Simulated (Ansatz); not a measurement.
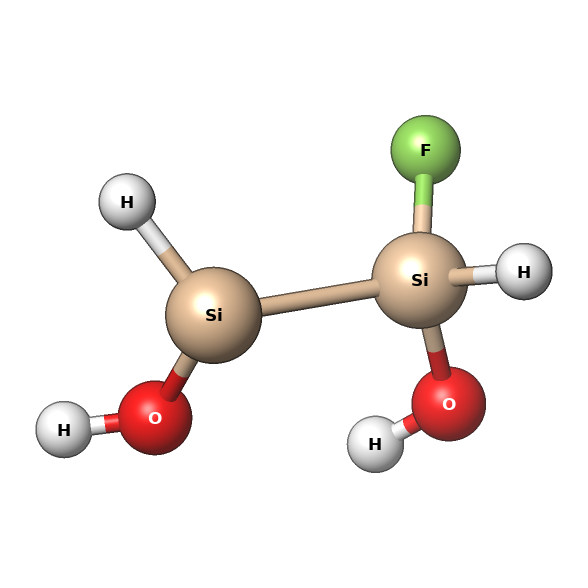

A ball-and-stick model of a molecule.

State: neutral, doublet. Computed geometry: PBE0-D4/def2-TZVP optimisation.

Describe the molecule.

Formula FH4O2Si2. SMILES: `O[SiH][Si@@H](O)F`. It has no ring. Among its groups: Si–H bond, Si–O bond. The point group is C1. It is an open-shell species. Coordination: 2 O bent; 1 Si trigonal pyramidal; 1 Si tetrahedral.

The parts below concern this one geometry. Atoms keep their numbers from picture to picture.

### Geometry

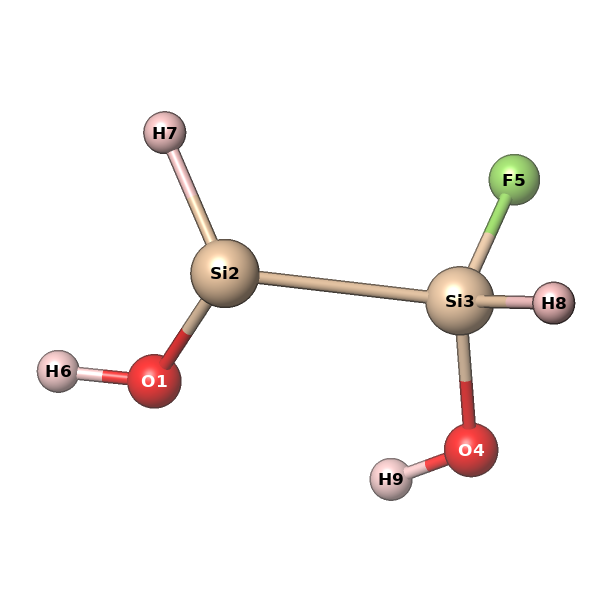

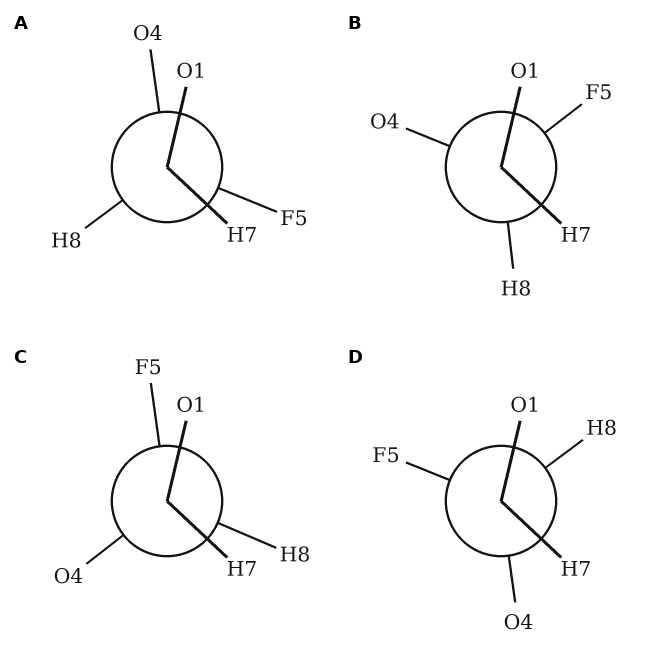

Depth is shown by fading: the farther an atom, the more it takes the colour of the background. Bonds that would overlap in a projection are set slightly apart.

Which Newman projection shows the view along Si2–Si3, with Si2 in front?

A. The torsion angle O1–Si2–Si3–F5 is 99°, about perpendicular.

### Charges

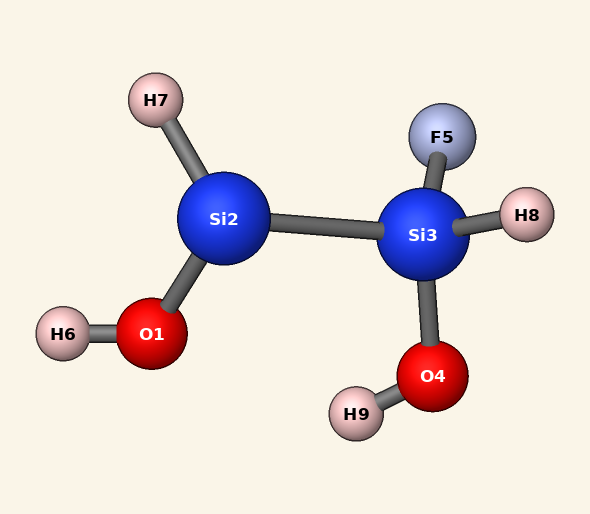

The questions are on Mulliken charges. Method: UKS ωB97M-V/def2-TZVPP (Ansatz 0.2.0).

Give the Mulliken charges atom by atom.

| atom | value (e) |
| --- | --- |
| O1 | −0.38 |
| Si2 | 0.15 |
| Si3 | 0.60 |
| O4 | −0.37 |
| F5 | −0.31 |
| H6 | 0.18 |
| H7 | −0.03 |
| H8 | −0.05 |
| H9 | 0.20 |

### Dipole moment

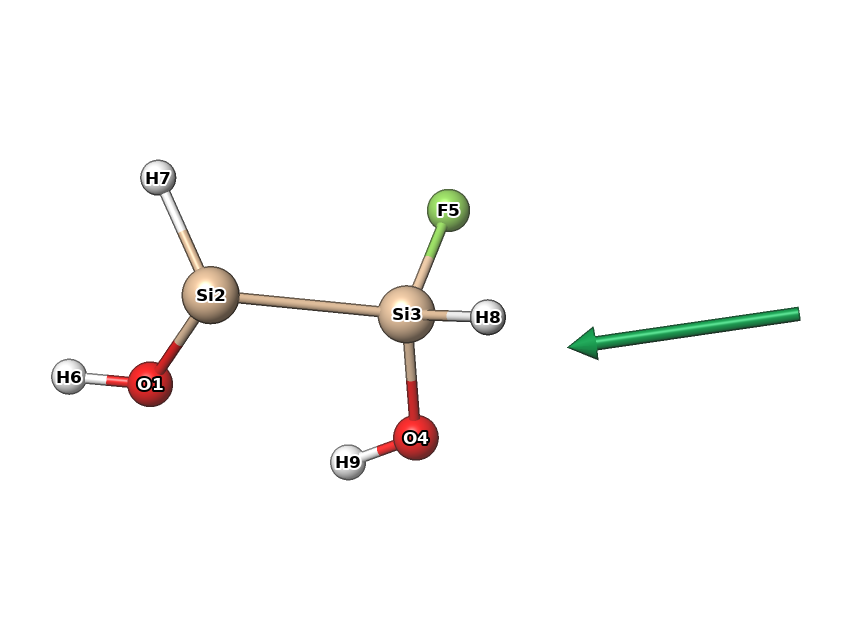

The arrow beside the molecule shows the direction of the dipole moment, from the negative to the positive end (its length means nothing). Properties computed with UKS PBE-D4/def2-TZVPP (Ansatz 0.2.0).

Estimate the dipole moment.

2.83 D; it points from the side of H8 to the side of H6 (the outermost atoms at the two ends).

### Thermal motion

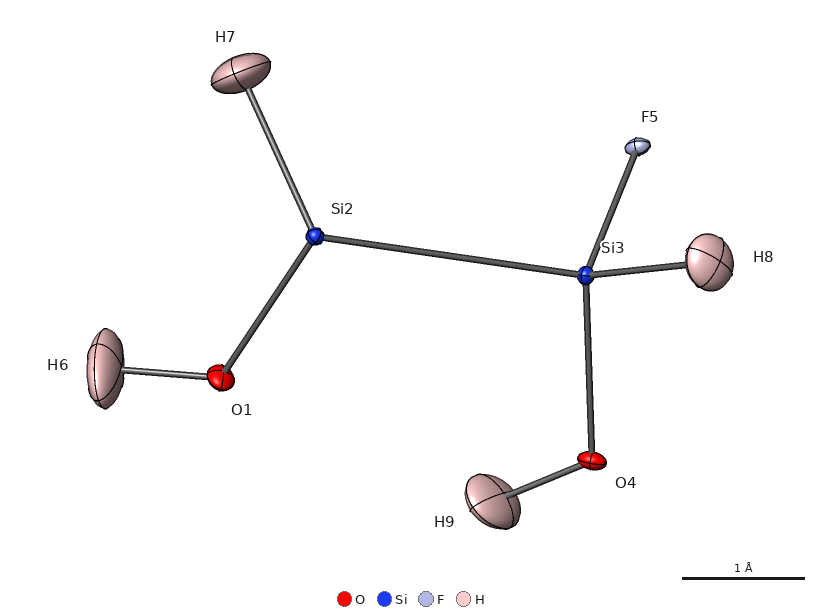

Displacement ellipsoids at the 50 % level, from the internal vibrations of the free molecule (harmonic, no overall translation or rotation; no half-axis is drawn under 0.075 Å). Vibrations computed with UKS PBE0-D4/def2-TZVP (Ansatz 0.2.0). Temperature: 0 K (zero-point motion alone).

List U_eq and the three principal root-mean-square amplitudes for each kind of atom.

```json
{"atom": "O1", "U_eq (Å²)": "0.0051", "rms amplitudes (Å)": "0.031, 0.075, 0.094"}
{"atom": "Si2", "U_eq (Å²)": "0.0015", "rms amplitudes (Å)": "0.025, 0.036, 0.050"}
{"atom": "Si3", "U_eq (Å²)": "0.00091", "rms amplitudes (Å)": "0.028, 0.029, 0.033"}
{"atom": "O4", "U_eq (Å²)": "0.0034", "rms amplitudes (Å)": "0.036, 0.053, 0.078"}
{"atom": "F5", "U_eq (Å²)": "0.0027", "rms amplitudes (Å)": "0.032, 0.047, 0.070"}
{"atom": "H6", "U_eq (Å²)": "0.0382", "rms amplitudes (Å)": "0.088, 0.164, 0.283"}
{"atom": "H7", "U_eq (Å²)": "0.0309", "rms amplitudes (Å)": "0.093, 0.167, 0.237"}
{"atom": "H8", "U_eq (Å²)": "0.0183", "rms amplitudes (Å)": "0.090, 0.150, 0.155"}
{"atom": "H9", "U_eq (Å²)": "0.0281", "rms amplitudes (Å)": "0.083, 0.168, 0.221"}
```

Mulliken values depend strongly on the basis set and can even reverse the polarity of a bond.
